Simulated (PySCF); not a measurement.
**Run report: C$_{6}$H$_{8}$O$_{3}$Si, NMR shielding calculation**

- system: C$_{6}$H$_{8}$O$_{3}$Si, SMILES COC(=O)c1coc([SiH3])c1
- method: GIAO PBE0/pcSseg-1 NMR shielding, non-relativistic, gas phase (PySCF 2.14.0)

The geometry comes from this level: GFN2-xTB. It belongs to a series of runs on one base structure; here: H on C replaced by COOCH3. Figures and captions count atoms from 1; the log counts them from 0 in places.

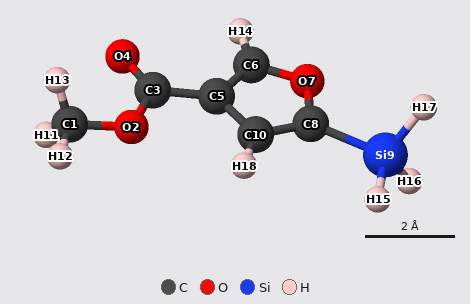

*The structure as given in the input (ball-and-stick view, seen at a tilt; atoms are numbered from 1 in the order of the input).*

Bond lengths as drawn: C–C 1.37 to 1.46 Å, C–H 1.07 to 1.09 Å, C–O 1.21 to 1.42 Å, C–Si 1.88 Å and H–Si 1.46 Å.

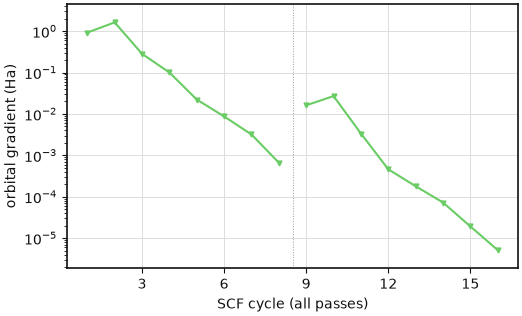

*Convergence of the self-consistent field: orbital gradient against the SCF cycle. The dotted line marks the change from a coarse to the final integration grid.*

The first 8 cycles use a coarse grid, the final grid takes over at cycle 9, and the field converges after 16 cycles in all.

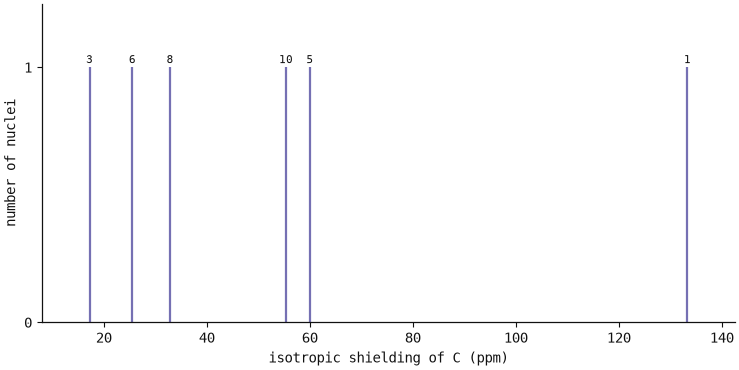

*Isotropic shieldings of the carbon nuclei in this fixed geometry, labelled by atom number; shielding grows to the right, so chemical shift grows to the left.*

The least shielded is C3 (17.2 ppm), the most shielded C1 (133.3 ppm).

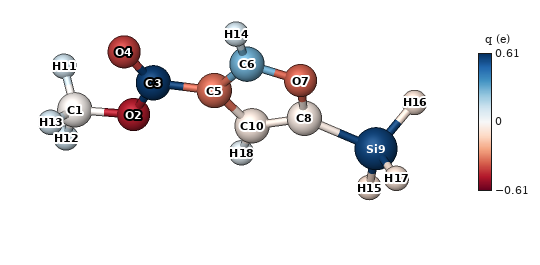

*Mulliken charges, as the colour of each atom (ball-and-stick view, seen at a tilt; atoms are numbered from 1 in the order of the input).*

By element: C −0.34 to +0.58, O −0.48 to −0.36, Si +0.56 and H −0.09 to +0.13 e.

The input and output of the run follow.

**The input**
```
{"job": {"kind": "nmr", "xc": "PBE0", "basis": "pcSseg-1"}, "charge": 0, "multiplicity": 1}
C      3.556345     0.451617    -0.682432
O      2.145890     0.344256    -0.576201
C      1.684407    -0.177080     0.572058
O      2.400534    -0.540668     1.473174
C      0.221645    -0.247332     0.587675
C     -0.550481    -0.729528     1.615964
O     -1.840385    -0.651452     1.309169
C     -1.948960    -0.112577     0.064668
Si    -3.678614     0.115298    -0.624895
C     -0.699304     0.152335    -0.418731
H      4.019103    -0.534135    -0.599601
H      3.755066     0.887814    -1.657969
H      3.950035     1.090312     0.111205
H     -0.274310    -1.134577     2.569559
H     -3.532937     0.700532    -1.956051
H     -4.333684    -1.191438    -0.693341
H     -4.428064     1.004667     0.263418
H     -0.455045     0.578274    -1.369326
```

The first line tells a small driver script what to run in PySCF; the rest is the geometry in Å.

Command:
```bash
OMP_NUM_THREADS=1 python <driver script> task.json out
```

**Output**
```
coarse grid: 16360 points
cycle   1  E = -747.6589090376  dE =  1.876e+00  |g| = 9.230e-01  |ddm| = 4.103e+00
cycle   2  E = -747.3270995123  dE =  3.318e-01  |g| = 1.626e+00  |ddm| = 2.137e+00
cycle   3  E = -747.8028178019  dE = -4.757e-01  |g| = 2.828e-01  |ddm| = 1.588e+00
cycle   4  E = -747.8167925903  dE = -1.397e-02  |g| = 1.003e-01  |ddm| = 2.840e-01
cycle   5  E = -747.8185511178  dE = -1.759e-03  |g| = 2.226e-02  |ddm| = 8.060e-02
cycle   6  E = -747.8186508637  dE = -9.975e-05  |g| = 8.692e-03  |ddm| = 2.881e-02
cycle   7  E = -747.8186646766  dE = -1.381e-05  |g| = 3.187e-03  |ddm| = 9.289e-03
cycle   8  E = -747.8186667136  dE = -2.037e-06  |g| = 6.640e-04  |ddm| = 3.128e-03
final grid: 155776 points
cycle   9  E = -747.9074378512  dE = -1.591e-05  |g| = 1.616e-02  |ddm| = 3.494e-02
cycle  10  E = -747.9073528406  dE =  8.501e-05  |g| = 2.695e-02  |ddm| = 3.122e-02
cycle  11  E = -747.9074825524  dE = -1.297e-04  |g| = 3.363e-03  |ddm| = 2.143e-02
cycle  12  E = -747.9074849129  dE = -2.361e-06  |g| = 4.596e-04  |ddm| = 2.914e-03
cycle  13  E = -747.9074849484  dE = -3.551e-08  |g| = 1.795e-04  |ddm| = 4.632e-04
cycle  14  E = -747.9074849542  dE = -5.770e-09  |g| = 7.241e-05  |ddm| = 1.926e-04
cycle  15  E = -747.9074849552  dE = -1.016e-09  |g| = 1.917e-05  |ddm| = 7.557e-05
cycle  16  E = -747.9074849553  dE = -7.230e-11  |g| = 5.134e-06  |ddm| = 2.096e-05
converged SCF energy = -747.9074849553

GIAO shielding tensors (ppm)
atom      isotropic    diamagn.    paramagn.     s11        s22        s33       span
  0 C      133.308     240.378    -107.069    103.739    118.242    177.944     74.205
  1 O      150.859     404.863    -254.004    -26.439    231.270    247.746    274.185
  2 C       17.234     249.683    -232.449    -79.916     58.644     72.974    152.891
  3 O      -79.918     403.348    -483.266   -328.274   -225.417    313.938    642.212
  4 C       60.014     258.428    -198.414     -9.100     55.211    133.930    143.030
  5 C       25.546     251.947    -226.401    -54.909     24.322    107.225    162.134
  6 O       10.269     399.358    -389.089   -136.422    -92.465    259.694    396.116
  7 C       32.865     259.776    -226.912    -37.612     33.806    102.401    140.013
  8 Si     435.398     880.022    -444.624    417.988    428.088    460.119     42.131
  9 C       55.375     250.882    -195.506    -42.297     56.585    151.839    194.135
 10 H       27.573      26.870       0.703     23.779     25.323     33.616      9.838
 11 H       27.827      27.544       0.283     23.794     26.479     33.208      9.414
 12 H       27.574      26.871       0.702     23.783     25.327     33.611      9.828
 13 H       23.186      31.902      -8.717     20.088     23.555     25.914      5.826
 14 H       27.407      28.570      -1.163     23.560     26.710     31.950      8.390
 15 H       27.192      27.800      -0.608     23.834     25.398     32.344      8.510
 16 H       27.191      27.798      -0.607     23.835     25.393     32.346      8.511
 17 H       24.328      34.911     -10.583     21.490     23.061     28.433      6.942
```

**Results in brief**

| quantity | value |
| --- | --- |
| outcome | converged |
| total energy | −747.907485 hartree |
| HOMO | −7.08 eV |
| LUMO | −0.93 eV |
| dipole moment | 1.95 D |
| isotropic shielding, C | 17.2 to 133.3 ppm |
| isotropic shielding, O | −79.9 to 150.9 ppm |
| isotropic shielding, Si | 435.4 ppm |
| isotropic shielding, H | 23.2 to 27.8 ppm |
| hardware | 1 CPU thread, shared host |
| wall time | 49 s |
| peak memory | 0.95 GiB |
